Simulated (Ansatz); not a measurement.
**AlBF2H4O2: density, localisation and related maps**

```xyz
10

B    -0.3083    0.3958    0.6352
O    -0.5021   -0.8548    1.1551
H    -0.6269   -1.5284    0.4776
F     1.2779    0.7513    0.5524
F    -0.7704    0.7024   -0.5880
O    -0.5591    1.4555    1.6649
Al    1.2222    2.0961    1.7823
H     1.8346    1.6759    3.1709
H     1.4115    3.4869    1.0790
H    -1.0776    1.1135    2.4054
```

Theory: RKS CAM-B3LYP/def2-SVP (Ansatz 0.2.0).

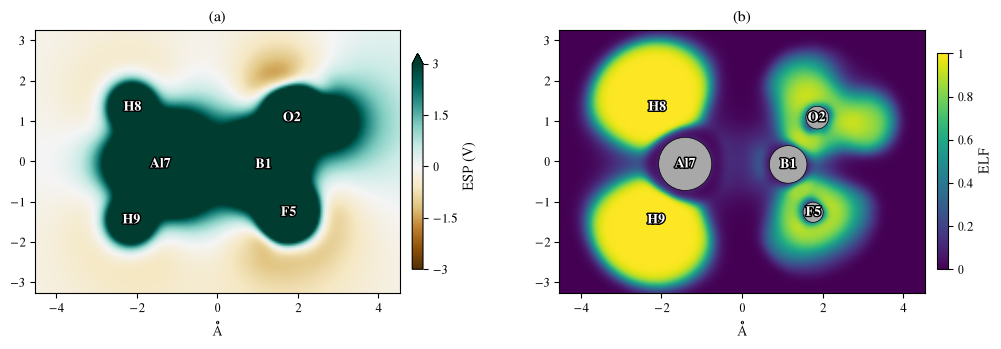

Figure 1. (a) molecular electrostatic potential; (b) ELF on the plane of atoms H8, Al7 and H9. Grey discs cover the atomic cores in the ELF map.

### Read the bonding off the picture.

- Atoms in the plane: B, O, F, Al and H.
- B–F (1.34 Å): the ELF peaks at about 0.85 between the atoms; a shared but strongly polarised pair.
- B–O (1.37 Å): the ELF peaks at about 0.90 between the atoms (a polar covalent bond).
- Al–H (1.57 Å): the ELF climbs to about 1 towards the hydrogen.
- The ELF also peaks beside F5 and O2, away from the bonds: lone-pair regions.
- Outside the dense part of the molecule the potential is most negative (−1.5 V) near O2.

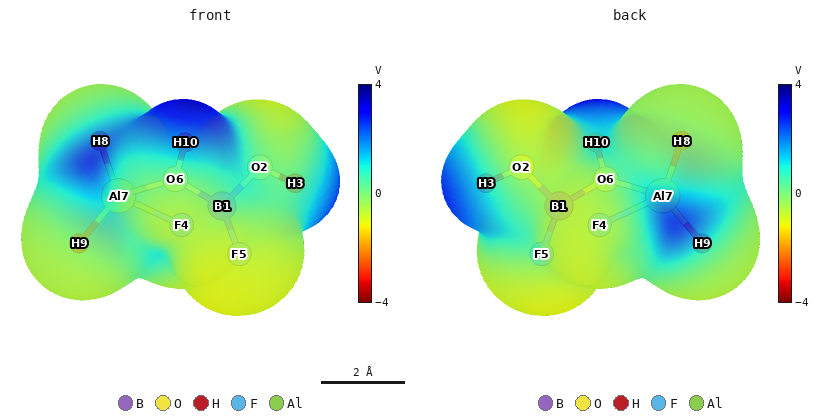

Figure 2. The electrostatic potential painted on the density surface at 0.002 e/bohr³, seen from the front and from behind; red is negative and blue positive.

### Describe the electrostatic potential map.

The most negative region (about −1.1 V, or −25 kcal/mol for a unit charge) lies over O2 and F5, the most positive (about +3.3 V, or +76 kcal/mol for a unit charge) over H10.

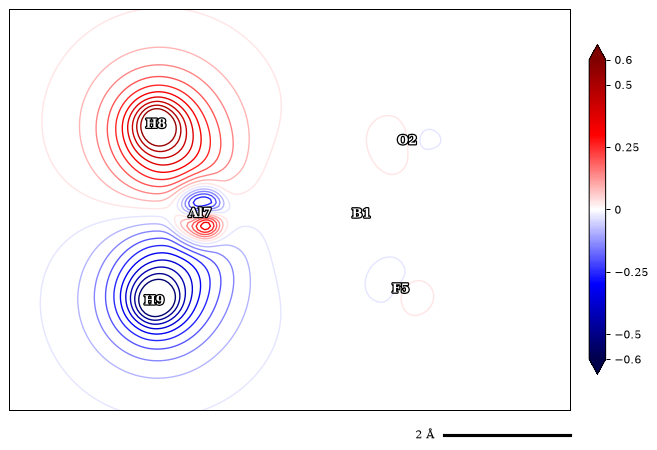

Figure 3. The HOMO on the plane of atoms H8, Al7 and H9 (values in Å⁻³ᐟ²; the overall sign is arbitrary).

### Where does this orbital lie, and at what energy?

Its weight (Hirshfeld) is mainly on Al7 (about 35 %), H9 (about 30 %) and H8 (about 30 %). Its energy is −9.81 eV.
